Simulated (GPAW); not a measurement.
# Geometry relaxation of SnNH5 (part 5 of 5)

SnNH5 (Sn(NH2)H3), SMILES [H][Sn]([H])([H])[NH2]; WC/plane waves, scalar-relativistic datasets (GPAW 26.7.0). The geometry comes from this level: GFN2-xTB.

Geometry of the input (Å):
```
Sn -0.0029  0.0016  -0.7636
N  0.1119  0.2249  1.2186
H  0.6914  -0.4436  1.7066
H  -0.7673  0.2709  1.7129
H  1.5636  -0.0078  -1.2823
H  -0.8132  1.3360  -1.2961
H  -0.7835  -1.3819  -1.2961
```

Trajectory as extended XYZ, continued:
```
7
Properties=species:S:1:pos:R:3:forces:R:3 step=18 energy=-28.93802
Sn    5.3306    5.9062    5.0379   -0.0103  -0.0252   0.0239
N     5.4693    6.1432    7.0656    0.0160   0.0106   0.0230
H     5.9956    5.3736    7.4899    0.0055  -0.0078  -0.0074
H     4.5420    6.1209    7.5013    0.0135   0.0054  -0.0052
H     6.9436    5.8744    4.4780   -0.0038   0.0090  -0.0046
H     4.4678    7.2673    4.4716    0.0143   0.0040   0.0083
H     4.5126    4.4660    4.5689    0.0043  -0.0035  -0.0091
7
Properties=species:S:1:pos:R:3:forces:R:3 step=19 energy=-28.93809
Sn    5.3304    5.9053    5.0384    0.0014  -0.0005   0.0194
N     5.4701    6.1431    7.0663    0.0179   0.0098   0.0158
H     5.9958    5.3725    7.4896    0.0042  -0.0081  -0.0051
H     4.5426    6.1208    7.5014    0.0115   0.0045  -0.0012
H     6.9441    5.8750    4.4774   -0.0148   0.0077  -0.0006
H     4.4683    7.2679    4.4717    0.0194  -0.0067   0.0127
H     4.5128    4.4659    4.5702   -0.0007  -0.0123  -0.0119
7
Properties=species:S:1:pos:R:3:forces:R:3 step=20 energy=-28.93816
Sn    5.3305    5.9045    5.0394    0.0124   0.0209   0.0121
N     5.4716    6.1430    7.0675    0.0188   0.0097   0.0054
H     5.9960    5.3705    7.4890    0.0040  -0.0093   0.0002
H     4.5436    6.1206    7.5015    0.0097   0.0036   0.0044
H     6.9444    5.8760    4.4765   -0.0244   0.0050   0.0035
H     4.4694    7.2685    4.4721    0.0220  -0.0164   0.0168
H     4.5130    4.4655    4.5721   -0.0045  -0.0188  -0.0140
7
Properties=species:S:1:pos:R:3:forces:R:3 step=22 energy=-28.93842
Sn    5.3311    5.9013    5.0437    0.0296   0.0453  -0.0069
N     5.4782    6.1426    7.0715    0.0109  -0.0008  -0.0158
H     5.9972    5.3637    7.4878    0.0076  -0.0100   0.0170
H     4.5493    6.1211    7.5037    0.0056   0.0045   0.0160
H     6.9432    5.8808    4.4738   -0.0257  -0.0090   0.0094
H     4.4765    7.2694    4.4760    0.0080  -0.0224   0.0189
H     4.5135    4.4623    4.5763   -0.0035  -0.0146  -0.0106
7
Properties=species:S:1:pos:R:3:forces:R:3 step=23 energy=-28.93853
Sn    5.3314    5.9006    5.0446    0.0184   0.0287  -0.0097
N     5.4796    6.1420    7.0719    0.0077  -0.0017  -0.0095
H     5.9979    5.3625    7.4882    0.0083  -0.0099   0.0176
H     4.5511    6.1219    7.5050    0.0071   0.0054   0.0151
H     6.9420    5.8822    4.4735   -0.0111  -0.0125   0.0057
H     4.4790    7.2691    4.4778   -0.0030  -0.0122   0.0146
H     4.5135    4.4609    4.5758    0.0025  -0.0032  -0.0060
7
Properties=species:S:1:pos:R:3:forces:R:3 step=24 energy=-28.93858
Sn    5.3319    5.9004    5.0448    0.0038   0.0035  -0.0035
N     5.4806    6.1411    7.0718    0.0095  -0.0074   0.0051
H     5.9985    5.3617    7.4890    0.0058  -0.0030   0.0111
H     4.5528    6.1228    7.5067    0.0080   0.0068   0.0092
H     6.9409    5.8831    4.4734    0.0064  -0.0150   0.0006
H     4.4810    7.2688    4.4796   -0.0148   0.0013   0.0083
H     4.5135    4.4597    4.5752    0.0097   0.0105  -0.0017
7
Properties=species:S:1:pos:R:3:forces:R:3 step=25 energy=-28.93861
Sn    5.3322    5.9007    5.0448    0.0001  -0.0039   0.0012
N     5.4810    6.1409    7.0718    0.0059  -0.0066   0.0091
H     5.9986    5.3614    7.4893    0.0053  -0.0017   0.0089
H     4.5532    6.1229    7.5071    0.0107   0.0070   0.0058
H     6.9408    5.8829    4.4734    0.0110  -0.0146  -0.0009
H     4.4810    7.2687    4.4800   -0.0166   0.0048   0.0069
H     4.5137    4.4598    4.5754    0.0110   0.0130  -0.0011
7
Properties=species:S:1:pos:R:3:forces:R:3 step=26 energy=-28.93870
Sn    5.3335    5.9023    5.0446   -0.0123  -0.0246   0.0193
N     5.4825    6.1402    7.0724    0.0033  -0.0086   0.0124
H     5.9992    5.3602    7.4905    0.0031   0.0036  -0.0003
H     4.5548    6.1233    7.5080    0.0143   0.0083  -0.0003
H     6.9410    5.8811    4.4734    0.0231  -0.0089  -0.0059
H     4.4796    7.2683    4.4813   -0.0163   0.0143   0.0039
H     4.5149    4.4609    4.5761    0.0114   0.0154  -0.0016
7
Properties=species:S:1:pos:R:3:forces:R:3 step=27 energy=-28.93881
Sn    5.3349    5.9028    5.0456   -0.0167  -0.0329   0.0326
N     5.4858    6.1386    7.0740   -0.0048  -0.0035   0.0098
H     6.0006    5.3574    7.4922    0.0029   0.0033  -0.0041
H     4.5583    6.1248    7.5104    0.0193   0.0080  -0.0045
H     6.9413    5.8801    4.4728    0.0302  -0.0058  -0.0080
H     4.4797    7.2683    4.4843   -0.0165   0.0182   0.0032
H     4.5165    4.4613    4.5769    0.0096   0.0150  -0.0018
7
Properties=species:S:1:pos:R:3:forces:R:3 step=28 energy=-28.93906
Sn    5.3394    5.9025    5.0506   -0.0173  -0.0374   0.0563
N     5.4985    6.1331    7.0802   -0.0201   0.0043   0.0009
H     6.0064    5.3468    7.4983   -0.0055   0.0128  -0.0174
H     4.5723    6.1304    7.5198    0.0224   0.0059  -0.0104
H     6.9424    5.8776    4.4701    0.0394   0.0003  -0.0079
H     4.4815    7.2691    4.4962   -0.0147   0.0184   0.0052
H     4.5223    4.4616    4.5796    0.0016   0.0110   0.0001
7
Properties=species:S:1:pos:R:3:forces:R:3 step=29 energy=-28.93917
Sn    5.3395    5.9015    5.0523   -0.0067  -0.0207   0.0409
N     5.5004    6.1325    7.0813   -0.0170   0.0068  -0.0050
H     6.0076    5.3461    7.4995   -0.0049   0.0095  -0.0144
H     4.5747    6.1321    7.5215    0.0137   0.0047  -0.0043
H     6.9428    5.8769    4.4700    0.0287   0.0011  -0.0030
H     4.4814    7.2694    4.4986   -0.0094   0.0093   0.0091
H     4.5232    4.4616    4.5780   -0.0024   0.0059   0.0028
7
Properties=species:S:1:pos:R:3:forces:R:3 step=31 energy=-28.93927
Sn    5.3395    5.9002    5.0549    0.0083   0.0042  -0.0018
N     5.5017    6.1325    7.0823   -0.0023   0.0085  -0.0005
H     6.0086    5.3460    7.5002   -0.0023   0.0051  -0.0073
H     4.5770    6.1338    7.5231   -0.0037   0.0045   0.0070
H     6.9441    5.8760    4.4700    0.0044   0.0018   0.0073
H     4.4808    7.2697    4.5013    0.0009  -0.0070   0.0155
H     4.5239    4.4618    4.5764   -0.0056   0.0003   0.0069
7
Properties=species:S:1:pos:R:3:forces:R:3 step=32 energy=-28.93920
Sn    5.3449    5.9003    5.0626    0.0076   0.0034  -0.0556
N     5.5123    6.1310    7.0877   -0.0097   0.0017   0.0259
H     6.0117    5.3378    7.5018    0.0075   0.0049   0.0048
H     4.5887    6.1386    7.5309   -0.0098   0.0090   0.0022
H     6.9480    5.8742    4.4685   -0.0162   0.0066   0.0201
H     4.4816    7.2696    4.5142    0.0086  -0.0097   0.0143
H     4.5275    4.4628    4.5817   -0.0023   0.0041   0.0133
7
Properties=species:S:1:pos:R:3:forces:R:3 step=33 energy=-28.93933
Sn    5.3421    5.9004    5.0579    0.0035   0.0000  -0.0207
N     5.5055    6.1322    7.0842   -0.0067   0.0101   0.0092
H     6.0096    5.3432    7.5004    0.0053   0.0002   0.0022
H     4.5814    6.1359    7.5264   -0.0074   0.0059   0.0028
H     6.9460    5.8754    4.4698   -0.0023   0.0037   0.0117
H     4.4810    7.2694    4.5071    0.0026  -0.0040   0.0119
H     4.5250    4.4624    4.5790   -0.0027   0.0023   0.0089
7
Properties=species:S:1:pos:R:3:forces:R:3 step=34 energy=-28.93935
Sn    5.3412    5.9005    5.0562    0.0003  -0.0016  -0.0093
N     5.5025    6.1333    7.0829   -0.0005   0.0072   0.0065
H     6.0087    5.3458    7.4995    0.0031   0.0019   0.0021
H     4.5783    6.1351    7.5248   -0.0067   0.0048   0.0017
H     6.9458    5.8757    4.4708    0.0008   0.0028   0.0092
H     4.4805    7.2691    4.5050    0.0007  -0.0004   0.0089
H     4.5238    4.4625    4.5782   -0.0014   0.0020   0.0073
```

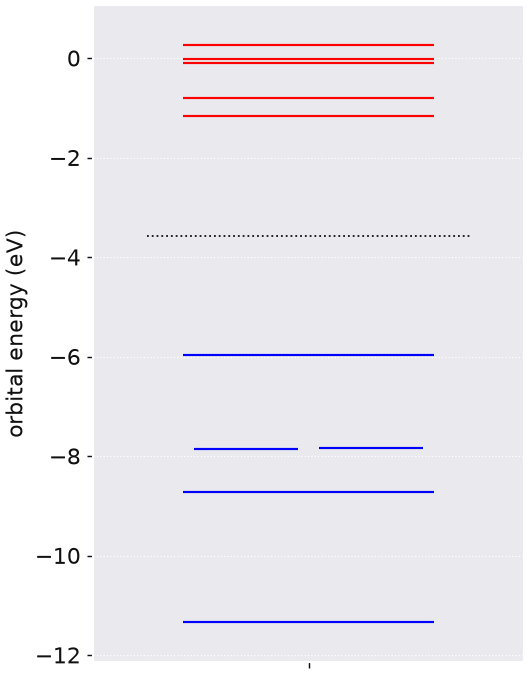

**Figure 1.** Orbital energies near the frontier; the dotted line parts filled from empty levels, and levels within 0.02 eV of each other stand side by side. Highest filled −5.96 eV, lowest empty −1.17 eV, 4.79 eV apart.

Summary:

```tsv
quantity	value
outcome	converged
energy relative to the program's reference atoms	−28.9394 eV
largest force	0.010 eV/Å
HOMO	−5.96 eV
LUMO	−1.17 eV
dipole moment	1.09 D
hardware	1 thread of AMD EPYC (Zen 3), 24 GiB of memory available, shared host
wall time	6 min
peak memory	0.6 GiB
```

Further notes kept with the run: datasets made with stock radii, not tested.
